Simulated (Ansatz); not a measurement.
**Geometry relaxation of BSiH₆OF**

System: BSiH₆OF.
Method: RKS PBE-D4/6-31G* (Ansatz 0.2.0).

The input holds or restrains some coordinates. It belongs to a series of runs on one base structure; here: pulled along the bonds that form and break, towards end B. Figures and captions count atoms from 1; the log counts them from 0 in places.

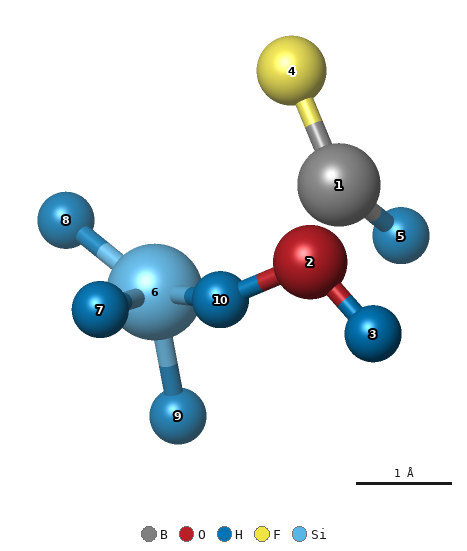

The starting structure (ball-and-stick view, seen at a tilt; atoms are numbered from 1 in the order of the input). Bond lengths as drawn: B–F 1.32 Å, B–H 1.19 Å, H–O 1.01 to 1.12 Å and H–Si 1.42 to 1.46 Å.

Results in brief:

| quantity | value |
| --- | --- |
| outcome | converged under the restraints of the input |
| total energy | −13405.0648 eV |
| mean-field energy | −13404.9101 eV |
| largest force (length of the vector) at the end, held atoms and coordinates included | 0.943 eV/Å |
| hardware | 1 thread of Intel Xeon (Granite Rapids), 32 GiB of memory available, shared host |
| wall time | 15 s |
| peak memory | 0.16 GiB |

Input:
```yaml
crystal:
  periodic: [false, false, false]
  atoms:
    - { symbol: B, position_ang: [0.0, 0.0, 0.0] }
    - { symbol: O, position_ang: [0.0, 0.0, 1.76] }
    - { symbol: H, position_ang: [-0.9095, -0.2814, 2.0971] }
    - { symbol: F, position_ang: [1.1431, 0.0, -0.66] }
    - { symbol: H, position_ang: [-1.0305, 0.0, -0.595] }
    - { symbol: Si, position_ang: [0.1008, 2.1328, 0.7095] }
    - { symbol: H, position_ang: [0.6771, 2.1737, 2.0503] }
    - { symbol: H, position_ang: [0.9351, 2.9107, -0.2019] }
    - { symbol: H, position_ang: [-1.2441, 2.7001, 0.741] }
    - { symbol: H, position_ang: [0.0529, 1.1188, 1.7067] }
basis:
  gaussian: { orbitals: "6-31G*" }
hamiltonian:
  xc: pbe
  dispersion: d4
relax:
  f_tol: 0.15
  max_steps: 25
  restrain:
    - { distance: [0, 5], at: 1.95, k: 30.0 }
    - { distance: [9, 1], at: 1.01, k: 30.0 }
    - { distance: [0, 1], at: 2.61, k: 30.0 }
    - { distance: [9, 5], at: 2.66, k: 30.0 }
output:
  orbitals: {}
```

Command:
```bash
ansatz run input.yaml --threads 1 --pin off --max-ram 2048MiB --backend cpu --events-out ev --progress --plain --runs-dir out
```

The program's output:
```
The last accepted step is kept in [file] (removed where the run ends without a failure and the disk answers)
Engine: ansatz 0.2.0, x86_64-unknown-linux-gnu
Functional definition: PBE
  parameter kappa = 0.804
  parameter beta = 0.06672455060314922
  exchange = pbe_x(kappa = kappa, mu = beta*pi^2/3)
  correlation = pbe_c(beta = beta)
886 factors; their error is unknown
mean field evaluation 1: about -13397.3702 eV, gradient 4.6e1 eV
mean field evaluation 2: about -13386.5133 eV, gradient 9.0e1 eV
mean field evaluation 4: about -13401.2389 eV, gradient 7.1e0 eV
mean field evaluation 8: about -13401.3396 eV, gradient 1.1e-1 eV
mean field evaluation 16: about -13401.2734 eV, gradient 5.8e-5 eV
mean field -13401.27339983 eV, -492.4877137346 hartree, gradient 2.7e-5 eV, S^2 0.000000; 0 other end points of the search recorded, 0 dependent functions left out
the calculation of the forces begins
reference -13401.27343231 eV, -492.4877149281 hartree; 21, 21 occupied and 55, 55 virtual orbitals, 886 factors
relax step   1: F+E_penalty+E_count = -13401.43934811 eV  Δ(F+E_penalty+E_count) = +0.000e0 eV  max|allowed force component| = 6.235e0 eV/Å  E_restraint = 35.32608293 eV  max|allowed force component, restraints' pulls added| = 3.508e1 eV/Å  Δτ_max = 0.0000 Å  (28 SCF iters, accepted)
  distance B 0 - Si 5 = 2.2500 Å
  distance H 9 - O 1 = 1.1213 Å
  distance B 0 - O 1 = 1.7600 Å
  distance H 9 - Si 5 = 1.4230 Å
these checks for a lower state are left out or cut short: starts, cluster_reference, orbital_swaps, neighbouring_geometries, increment
886 factors; their error is unknown
mean field -13403.09230189 eV, -492.5545571523 hartree, gradient 1.8e-5 eV, S^2 0.000000; 0 other end points of the search recorded, 0 dependent functions left out
[... from here on the field's lines of each further geometry are left out, up to the last ...]
relax step   2: F+E_penalty+E_count = -13403.25638288 eV  Δ(F+E_penalty+E_count) = -1.817e0 eV  max|allowed force component| = 4.558e0 eV/Å  E_restraint = 18.29032664 eV  max|allowed force component, restraints' pulls added| = 2.122e1 eV/Å  Δτ_max = 0.1985 Å  (33 SCF iters, accepted)
relax step   3: F+E_penalty+E_count = -13403.78308189 eV  Δ(F+E_penalty+E_count) = -5.267e-1 eV  max|allowed force component| = 3.414e0 eV/Å  E_restraint = 7.49956509 eV  max|allowed force component, restraints' pulls added| = 1.359e1 eV/Å  Δτ_max = 0.1947 Å  (34 SCF iters, accepted)
relax step   4: F+E_penalty+E_count = -13404.16063910 eV  Δ(F+E_penalty+E_count) = -3.776e-1 eV  max|allowed force component| = 3.756e0 eV/Å  E_restraint = 1.79172034 eV  max|allowed force component, restraints' pulls added| = 7.448e0 eV/Å  Δτ_max = 0.1948 Å  (34 SCF iters, accepted)
relax step   5: F+E_penalty+E_count = -13404.55510866 eV  Δ(F+E_penalty+E_count) = -3.945e-1 eV  max|allowed force component| = 2.947e0 eV/Å  E_restraint = 0.16546362 eV  max|allowed force component, restraints' pulls added| = 2.760e0 eV/Å  Δτ_max = 0.1947 Å  (26 SCF iters, accepted)
relax step   6: F+E_penalty+E_count = -13404.98584466 eV  Δ(F+E_penalty+E_count) = -4.307e-1 eV  max|allowed force component| = 1.056e0 eV/Å  E_restraint = 0.01755903 eV  max|allowed force component, restraints' pulls added| = 8.272e-1 eV/Å  Δτ_max = 0.1940 Å  (27 SCF iters, accepted)
relax step   7: F+E_penalty+E_count = -13405.02022287 eV  Δ(F+E_penalty+E_count) = -3.438e-2 eV  max|allowed force component| = 1.110e0 eV/Å  E_restraint = 0.02231380 eV  max|allowed force component, restraints' pulls added| = 2.317e-1 eV/Å  Δτ_max = 0.2000 Å  (25 SCF iters, accepted)
relax step   8: F+E_penalty+E_count = -13405.03970394 eV  Δ(F+E_penalty+E_count) = -1.948e-2 eV  max|allowed force component| = 8.651e-1 eV/Å  E_restraint = 0.02092496 eV  max|allowed force component, restraints' pulls added| = 3.188e-1 eV/Å  Δτ_max = 0.1592 Å  (28 SCF iters, accepted)
relax step   9: F+E_penalty+E_count = -13405.04568849 eV  Δ(F+E_penalty+E_count) = -5.985e-3 eV  max|allowed force component| = 1.158e0 eV/Å  E_restraint = 0.01977309 eV  max|allowed force component, restraints' pulls added| = 4.990e-1 eV/Å  Δτ_max = 0.1401 Å  (33 SCF iters, accepted)
the calculation of the forces begins
reference -13404.91014384 eV, -492.6213616116 hartree; 21, 21 occupied and 55, 55 virtual orbitals, 886 factors
relax step  10: F+E_penalty+E_count = -13405.06478000 eV  Δ(F+E_penalty+E_count) = -1.909e-2 eV  max|allowed force component| = 9.350e-1 eV/Å  E_restraint = 0.02076812 eV  max|allowed force component, restraints' pulls added| = 6.684e-2 eV/Å  Δτ_max = 0.1110 Å  (26 SCF iters, accepted)
  distance B 0 - Si 5 = 1.9806 Å
  distance H 9 - O 1 = 0.9930 Å
  distance B 0 - O 1 = 2.5982 Å
  distance H 9 - Si 5 = 2.6646 Å
886 factors; their error is unknown
mean field evaluation 96: about -13404.9756 eV, gradient 3.8e-2 eV
```

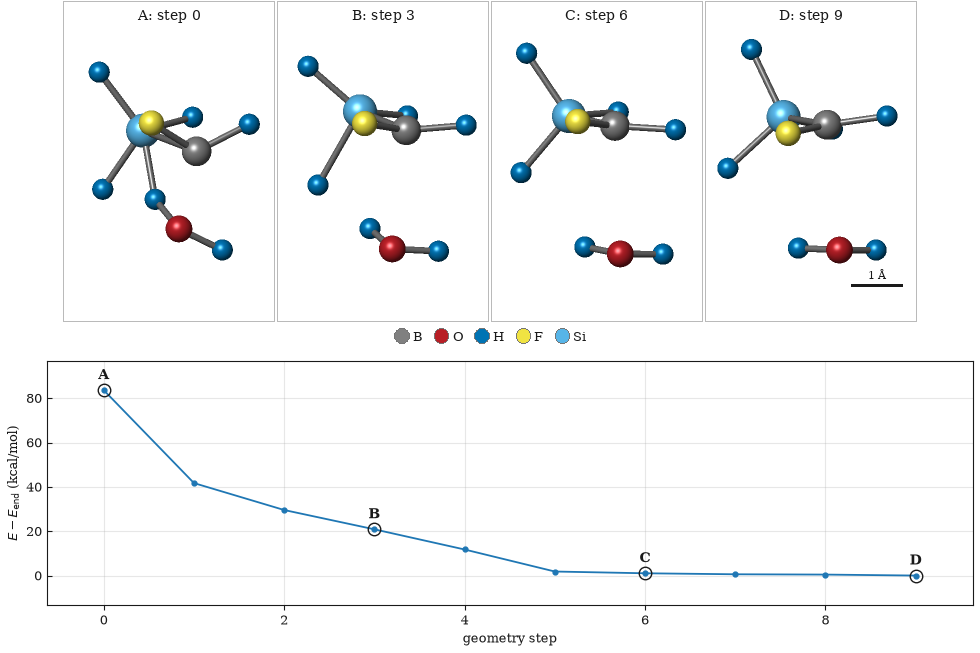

Frames of the restrained relaxation (ball-and-stick view, seen at a tilt) above the curves, on which the letters mark them (the first geometry is step 0 here and step 1 in the log).

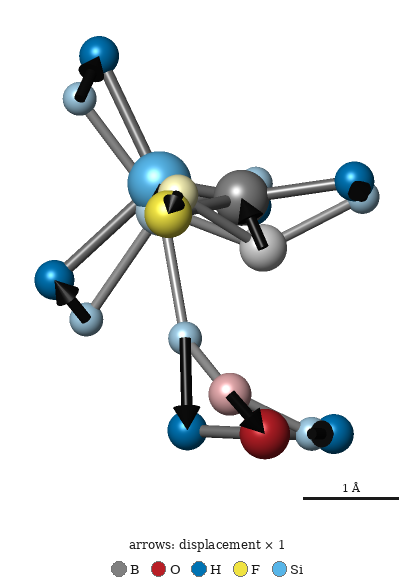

Start (faint) and end (solid) with the displacements as black arrows, at true length (ball-and-stick view, seen at a tilt). The two geometries are laid on each other by the best rigid fit. The largest move after the best rigid fit is that of H10, 0.99 Å. Largest moves by element: H 0.99 Å, B 0.59 Å, O 0.56 Å, F 0.29 Å, Si 0.28 Å. Distances before and after: Si6–H10 1.423 → 2.665 Å, B1–Si6 2.250 → 1.981 Å, O2–H10 1.121 → 0.993 Å, Si6–H7 1.460 → 1.513 Å. Bonds break: Si6–H10 (1.42 → 2.66 Å). Among the angles that change: H5–B1–Si6 101.3° → 123.7°, F4–B1–Si6 96.8° → 119.0°, H3–O2–H10 109.7° → 103.1°. The energy falls by 83.6 kcal/mol in 9 geometry steps. The largest force component goes from 6.2 to 0.94 eV/Å. (Atoms are counted from 1 in the order of the input.)

```
mean field -13404.91011210 eV, -492.6213604454 hartree, gradient 2.0e-5 eV, S^2 0.000000; 1 other end points of the search recorded, 0 dependent functions left out
the calculation of the forces begins
reference -13404.91014384 eV, -492.6213616116 hartree; 21, 21 occupied and 55, 55 virtual orbitals, 886 factors
Total energy: -13405.06481173 eV, -492.6270455518 hartree
Atom 0 at     0.144008     0.428760    -0.362542 Å, force    -0.064635    -0.935003    -0.104517 eV/Å
Atom 1 at    -0.327971    -0.300370     2.086232 Å, force     0.305995     0.547803    -0.096980 eV/Å
Atom 2 at    -1.268498    -0.072933     2.236116 Å, force    -0.017152     0.002057    -0.022481 eV/Å
Atom 3 at     1.316508    -0.199076    -0.541336 Å, force    -0.057259     0.039734     0.000858 eV/Å
Atom 4 at    -0.844570    -0.108077    -0.823877 Å, force     0.066844     0.039865     0.040832 eV/Å
Atom 5 at     0.136173     2.235605     0.448674 Å, force    -0.027546     0.874958     0.275349 eV/Å
Atom 6 at     1.076617     2.327480     1.630678 Å, force    -0.007806    -0.007688    -0.011427 eV/Å
Atom 7 at     0.560850     3.331967    -0.493143 Å, force     0.003843     0.001347    -0.008130 eV/Å
Atom 8 at    -1.223939     2.627462     0.970394 Å, force     0.025979    -0.036964    -0.011434 eV/Å
Atom 9 at     0.155722     0.483884     2.456505 Å, force    -0.228263    -0.526109    -0.062069 eV/Å
Dipole moment:    -0.274284     0.143600     0.307538 e Å
```

Trajectory as extended XYZ (Å, eV, eV/Å), 10 frames, from step=1 to step=10:
```
10
Properties=species:S:1:pos:R:3:forces:R:3 step=1 energy=-13401.43935
B     0.0000    0.0000    0.0000   -0.8292   4.7631   1.2951
O     0.0000    0.0000    1.7600   -1.2146  -3.7261   0.7942
H    -0.9095   -0.2814    2.0971    0.8454  -0.0052  -0.2486
F     1.1431    0.0000   -0.6600    1.7762  -2.0783  -0.4754
H    -1.0305    0.0000   -0.5950   -0.5368  -1.3071   0.2805
Si    0.1008    2.1328    0.7095   -0.6463   4.0987  -6.2353
H     0.6771    2.1737    2.0503    0.4207   0.8056   1.1352
H     0.9351    2.9107   -0.2019    0.6033   0.7637  -0.1245
H    -1.2441    2.7001    0.7410   -0.6877   0.7520   0.4571
H     0.0529    1.1188    1.7067    0.2689  -4.0664   3.1217
10
Properties=species:S:1:pos:R:3:forces:R:3 step=2 energy=-13403.25638
B    -0.0029    0.1138   -0.0890   -0.0381   4.5577   1.4952
O     0.0041   -0.0496    1.9024   -0.1059  -1.4657  -0.5374
H    -0.9220   -0.2906    2.1058   -0.2136  -0.0454   0.1500
F     1.1674   -0.0210   -0.6760    1.4648  -1.9701  -0.5819
H    -1.0425   -0.0123   -0.6041   -0.9054  -1.5086  -0.0874
Si    0.0981    2.2016    0.5643   -1.2067  -1.4796   0.2662
H     0.6704    2.1824    2.0317   -0.1059   0.5997  -0.6354
H     0.9537    2.9340   -0.2212    1.7022   1.9627  -1.4391
H    -1.2539    2.7120    0.7411   -0.7392   0.8415   0.1563
H     0.0525    0.9843    1.8527    0.1478  -1.4922   1.2134
10
Properties=species:S:1:pos:R:3:forces:R:3 step=3 energy=-13403.78308
B    -0.0020    0.2353   -0.1871    0.3042   3.4137   1.1265
O     0.0095   -0.0930    2.0212    0.1478  -2.2154  -0.7253
H    -0.9317   -0.2921    2.1089   -0.7043  -0.2696   0.2173
F     1.1854   -0.0424   -0.6854    0.9381  -1.6150  -0.5126
H    -1.0543   -0.0311   -0.6081   -0.8297  -1.4731  -0.2194
Si    0.0841    2.2384    0.4399   -1.5760  -2.9400   3.2199
H     0.6653    2.1866    2.0120   -0.3178   0.5413  -1.5523
H     0.9783    2.9619   -0.2444    2.3773   2.6062  -2.0036
H    -1.2620    2.7210    0.7404   -0.6616   0.8209  -0.1129
H     0.0524    0.8701    2.0104    0.3219   1.1310   0.5624
10
Properties=species:S:1:pos:R:3:forces:R:3 step=4 energy=-13404.16064
B     0.0030    0.3567   -0.2816    0.2448   1.1527   0.3832
O     0.0092   -0.1738    2.1167   -0.0848  -0.8760  -0.6738
H    -0.9512   -0.3060    2.1127   -0.5533  -0.3675   0.1344
F     1.1963   -0.0696   -0.6908    0.0787  -0.8807  -0.2383
H    -1.0649   -0.0596   -0.6088   -0.1338  -0.9569  -0.0710
Si    0.0613    2.2657    0.3458   -0.8233  -2.0178   3.7562
H     0.6570    2.1972    1.9696   -0.4094   0.3807  -1.8058
H     1.0209    3.0121   -0.2792    1.7674   2.1482  -1.4788
H    -1.2752    2.7379    0.7342   -0.5279   0.7361  -0.3072
H     0.0686    0.7940    2.1890    0.4416   0.6813   0.3011
10
Properties=species:S:1:pos:R:3:forces:R:3 step=5 energy=-13404.55511
B     0.0059    0.4270   -0.3392    0.1664  -0.3548   0.1217
O    -0.0007   -0.2480    2.1457   -0.3235   0.9831  -0.1958
H    -0.9781   -0.3217    2.1166   -0.0416  -0.2547   0.0788
F     1.1892   -0.0940   -0.6951   -0.2777  -0.3167  -0.1313
H    -1.0561   -0.0911   -0.6044    0.1865  -0.4430  -0.0334
Si    0.0575    2.2850    0.3303    0.0707  -0.6373   2.9469
H     0.6410    2.2133    1.8863   -0.3247   0.2392  -1.4745
H     1.0546    3.0803   -0.3125    0.6301   1.2360  -0.7569
H    -1.2923    2.7725    0.7100   -0.2795   0.5632  -0.3898
H     0.1041    0.7314    2.3699    0.1933  -1.0151  -0.1657
10
Properties=species:S:1:pos:R:3:forces:R:3 step=6 energy=-13404.98584
B     0.0327    0.4498   -0.3346   -0.0857  -0.9299   0.0588
O    -0.0740   -0.3446    2.1409    0.3965   1.0564   0.0105
H    -1.0455   -0.3320    2.1832   -0.3888  -0.1424   0.0124
F     1.1791   -0.1149   -0.7348   -0.0329  -0.0393  -0.0386
H    -1.0061   -0.1395   -0.5703    0.1216   0.0088  -0.0229
Si    0.0962    2.2795    0.4262   -0.2247   1.0081  -0.1572
H     0.6931    2.2851    1.7894    0.1730   0.0461   0.4121
H     0.9866    3.2190   -0.3527   -0.1752   0.0168   0.0000
H    -1.2940    2.8774    0.5883    0.2871  -0.0518  -0.0411
H     0.1567    0.5750    2.4720   -0.0709  -0.9728  -0.2340
10
Properties=species:S:1:pos:R:3:forces:R:3 step=7 energy=-13405.02022
B     0.0809    0.4516   -0.3187   -0.0231  -1.1102   0.0344
O    -0.1953   -0.3758    2.1293    0.1199   0.4813  -0.2007
H    -1.1749   -0.3167    2.1905    0.2317   0.1100   0.0184
F     1.2292   -0.0956   -0.7449   -0.0161   0.0132   0.0358
H    -0.9356   -0.1718   -0.5467    0.0141   0.1194  -0.0739
Si    0.1348    2.2777    0.4480   -0.0329   1.0190   0.1613
H     0.8572    2.3985    1.7745    0.0026  -0.1158  -0.0326
H     0.8361    3.2511   -0.4587    0.0131   0.0349  -0.0181
H    -1.2427    2.8300    0.6923   -0.0273  -0.0291   0.0518
H     0.1353    0.5057    2.4420   -0.2820  -0.5226   0.0236
10
Properties=species:S:1:pos:R:3:forces:R:3 step=8 energy=-13405.03970
B     0.1061    0.4270   -0.3171   -0.0239  -0.7383  -0.3254
O    -0.2224   -0.3345    2.1453    0.1992   0.5657  -0.2291
H    -1.1954   -0.2391    2.1870   -0.0485  -0.0084   0.0091
F     1.2702   -0.1366   -0.6717   -0.0162  -0.0534   0.1230
H    -0.9074   -0.1213   -0.6864   -0.0369  -0.1130   0.0836
Si    0.1261    2.2603    0.4301    0.0388   0.8651   0.4259
H     0.9483    2.3173    1.7003    0.0172   0.0314  -0.0013
H     0.7378    3.2935   -0.4776   -0.0403  -0.0036  -0.0282
H    -1.2459    2.7452    0.8270    0.0327  -0.0305  -0.0327
H     0.1074    0.5428    2.4707   -0.1221  -0.5150  -0.0248
10
Properties=species:S:1:pos:R:3:forces:R:3 step=9 energy=-13405.04569
B     0.1200    0.4361   -0.3662    0.3670  -1.1577  -0.0056
O    -0.2558   -0.2897    2.1009    0.1220   0.6354  -0.0937
H    -1.2243   -0.1591    2.1819    0.0444  -0.0209   0.0121
F     1.2992   -0.2034   -0.5519   -0.4990   0.2931  -0.0101
H    -0.8842   -0.1107   -0.7736    0.0754  -0.0127  -0.0274
Si    0.1280    2.2482    0.4325    0.0718   0.9911   0.3510
H     1.0353    2.2743    1.6566   -0.0812   0.0752  -0.1598
H     0.6312    3.3448   -0.4916   -0.0960  -0.1431   0.1501
H    -1.2432    2.6664    0.9331    0.1767  -0.0633  -0.0925
H     0.1187    0.5477    2.4860   -0.1811  -0.5973  -0.1242
10
Properties=species:S:1:pos:R:3:forces:R:3 step=10 energy=-13405.06478
B     0.1440    0.4288   -0.3625   -0.0646  -0.9350  -0.1045
O    -0.3280   -0.3004    2.0862    0.3060   0.5478  -0.0970
H    -1.2685   -0.0729    2.2361   -0.0172   0.0021  -0.0225
F     1.3165   -0.1991   -0.5413   -0.0573   0.0397   0.0009
H    -0.8446   -0.1081   -0.8239    0.0668   0.0399   0.0408
Si    0.1362    2.2356    0.4487   -0.0275   0.8750   0.2753
H     1.0766    2.3275    1.6307   -0.0078  -0.0077  -0.0114
H     0.5608    3.3320   -0.4931    0.0038   0.0013  -0.0081
H    -1.2239    2.6275    0.9704    0.0260  -0.0370  -0.0114
H     0.1557    0.4839    2.4565   -0.2283  -0.5261  -0.0621
```

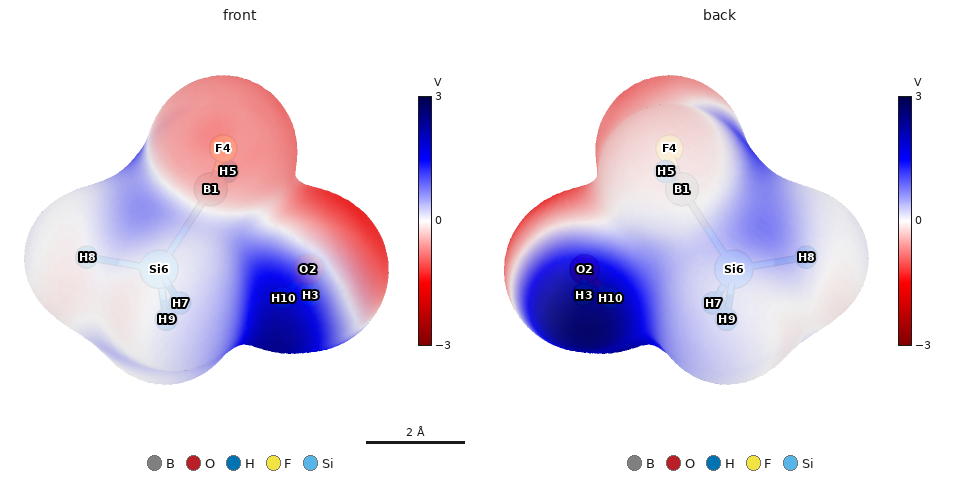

The molecular electrostatic potential painted on the density surface at 0.002 e/bohr³, seen face on and from behind; red is negative and blue positive.

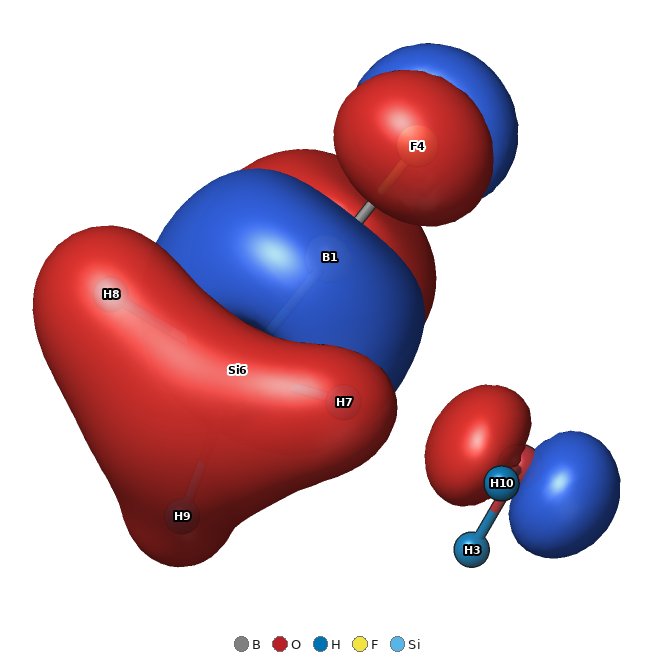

One frontier orbital at ±0.08 Å⁻³ᐟ² (red and blue are the two phases), seen at an oblique angle. The HOMO, at −6.41 eV. By Hirshfeld shares it lies mainly on Si6 (25 %), B1 (25 %), F4 (20 %) and H5 (15 %).
